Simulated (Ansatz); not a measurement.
**SiNH2Cl (SMILES N[Si]Cl): RPA@PBE/STO-3G**

What is the vertical singlet–triplet gap of SiNH2Cl at RPA@PBE/STO-3G? 

Program for the calculation: Ansatz 0.2.0.

66 further runs of the same task are left out: 66 set aside as unsound or not needed.

## Step 1: The system as given

SiNH2Cl: 5 atoms, total charge 0, spin state singlet. SMILES: `N[Si]Cl`. The shape is that of a PBE0-D4/def2-TZVP optimisation. This is one conformer, not always the lowest.

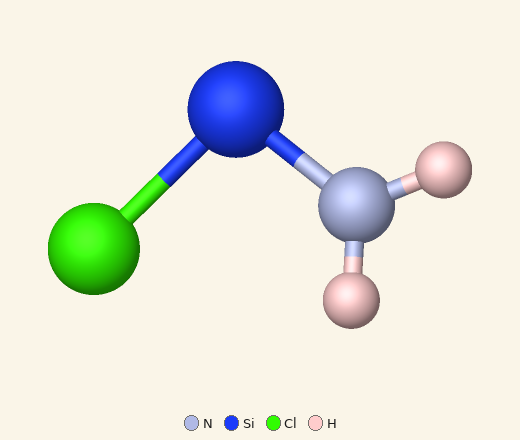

The structure, seen from a chosen angle (nitrogen light blue, silicon blue, chlorine green, hydrogen pink).

## Step 2: The energy at RPA@PBE/STO-3G

Contents of run.yaml:

```yaml
crystal:
  periodic: [false, false, false]
  atoms:
    - {symbol: "N", position_ang: [-0.148200, 0.583400, -0.233900]}
    - {symbol: Si, position_ang: [-0.116200, -0.341800, 1.192600]}
    - {symbol: Cl, position_ang: [0.649000, -2.124500, 0.377300]}
    - {symbol: H, position_ang: [-0.473300, 1.538600, -0.227400]}
    - {symbol: H, position_ang: [0.138600, 0.270600, -1.150000]}
basis:
  gaussian:
    orbitals: STO-3G
accuracy: high
hamiltonian:
  xc: {name: PBE}
correlation:
  method: rpa
  frozen_orbitals: {Cl: 5, H: 0, "N": 1, Si: 5}
```

Command:

```bash
$ ansatz run run.yaml --threads 1 --pin off --max-ram 2610MiB --events-out events.jsonl --progress --plain --runs-dir runs
```

Standard output:

```text
Warning: RAYON_NUM_THREADS=1 ignored (pool sized by the plan → 1); use --threads N
Functional definition: PBE
  name "PBE"
  parameter kappa = 0.804
  parameter beta = 0.06672455060314922
  exchange = pbe_x(kappa = kappa, mu = beta*pi^2/3)
  correlation = pbe_c(beta = beta)
457 factors; integrals over basis functions are off by at most 1.2e-8 eV
mean field evaluation 1: about -21662.4014 eV, gradient 2.4e1 eV
mean field evaluation 2: about -21662.3823 eV, gradient 2.4e1 eV
mean field evaluation 4: about -21664.1858 eV, gradient 9.0e0 eV
mean field evaluation 8: about -21664.5866 eV, gradient 6.8e-2 eV
mean field evaluation 16: about -21664.5866 eV, gradient 8.5e-7 eV
mean field -21664.58657748 eV, -796.1588719382 hartree, gradient 9.8e-9 eV, S^2 0.000000; 1 other end points of the search recorded, 0 dependent functions left out
11 core orbitals not correlated: weight in the atoms' cores, before any rotation towards them, 0.999 or more for the frozen orbitals, at most 0.000 for the correlated occupied ones
reference -21636.30042246 eV, -795.1193749142 hartree; 9, 9 occupied and 5, 5 virtual orbitals, 457 factors
Total energy: -21641.53390305 eV, -795.3117017786 hartree
```

It took 2.2 s on 1 thread of Arm Neoverse V1, shared host; peak memory 0.1 GiB.

## Step 3: The triplet at the same level

Contents of in.yaml:

```yaml
crystal:
  periodic: [false, false, false]
  atoms:
    - {symbol: N, position_ang: [-0.148200, 0.583400, -0.233900]}
    - {symbol: Si, position_ang: [-0.116200, -0.341800, 1.192600]}
    - {symbol: Cl, position_ang: [0.649000, -2.124500, 0.377300]}
    - {symbol: H, position_ang: [-0.473300, 1.538600, -0.227400]}
    - {symbol: H, position_ang: [0.138600, 0.270600, -1.150000]}
basis:
  gaussian: {orbitals: STO-3G}
magnetization: {spin_polarized: true, initial_magnetization: 2}
hamiltonian: {xc: {name: PBE}}
correlation: {method: rpa, frozen_orbitals: {Cl: 5, H: 0, "N": 1, Si: 5}}
accuracy: high
```

Command:

```bash
$ ansatz run in.yaml --threads 1 --pin off --max-ram 2610MiB --events-out events.jsonl --progress --plain --runs-dir runs
```

Standard output:

```text
Warning: RAYON_NUM_THREADS=1 ignored (pool sized by the plan → 1); use --threads N
[... 6 set-up lines as earlier in the session ...]
457 factors; integrals over basis functions are off by at most 1.2e-8 eV
mean field evaluation 1: about -21658.7468 eV, gradient 1.6e1 eV
mean field evaluation 2: about -21658.7288 eV, gradient 1.6e1 eV
mean field evaluation 4: about -21660.2356 eV, gradient 6.2e0 eV
mean field evaluation 8: about -21660.5607 eV, gradient 8.7e-2 eV
mean field evaluation 16: about -21660.5608 eV, gradient 1.1e-5 eV
mean field evaluation 32: about -21660.5530 eV, gradient 2.7e-1 eV
mean field -21660.56080060 eV, -796.0109273667 hartree, gradient 3.3e-8 eV, S^2 2.001091; 4 other end points of the search recorded, 0 dependent functions left out
11 core orbitals not correlated: weight in the atoms' cores, before any rotation towards them, 0.999 or more for the frozen orbitals, at most 0.000 for the correlated occupied ones
reference -21633.17807986 eV, -795.0046309402 hartree; 10, 8 occupied and 4, 6 virtual orbitals, 457 factors
Total energy: -21637.47772550 eV, -795.1626400030 hartree
```

It took 4.8 s on 1 thread of Arm Neoverse V1, shared host; peak memory 0.14 GiB.

## Step 4: Outcome

At RPA@PBE/STO-3G, 11 core orbitals frozen:

```
                                        quantity          value
                           singlet: total energy  -795.31170 Eh
       singlet: RPA correlation energy (valence)     -192.3 mEh
                           triplet: total energy  -795.16264 Eh
       triplet: RPA correlation energy (valence)     -158.0 mEh
      triplet: ⟨S²⟩ of the reference determinant          2.001
vertical energy of the triplet above the singlet       4.056 eV
```

**Reading.** At this shape the triplet lies 4.06 eV (94 kcal/mol) above the singlet. In a minimal basis such a difference can be off by several eV, whatever the method.
